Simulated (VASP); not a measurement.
Band structure of Cd$_{2}$TeSe (space group P-4m2). All values below come from LDA (Ceperley-Alder, Perdew-Zunger) with spin-orbit coupling, VASP's LDA PAW potentials (set 64) (plane waves; VASP).

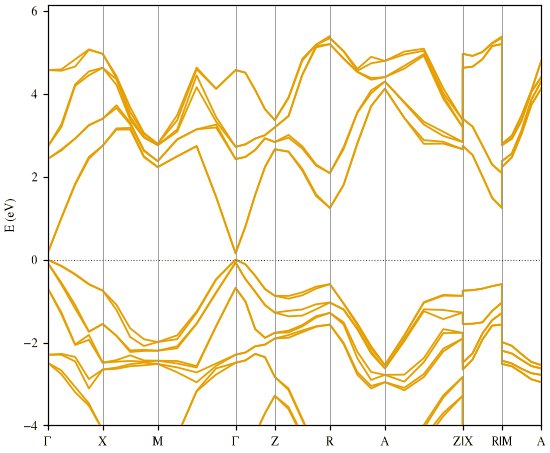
Figure: Bands along high-symmetry lines, zero at the valence-band maximum or, without a gap, the Fermi level

Q: Read the plot: is there a gap, and where are the band edges?

A: The gap is direct, 0.15 eV, from the valence maximum at Γ to the conduction minimum at Γ.

The structure comes from a computed database's Cd2TeSe entry (P-4m2); how it stands against other phases isn't given here. It was relaxed first, which changed the volume by -7 %.
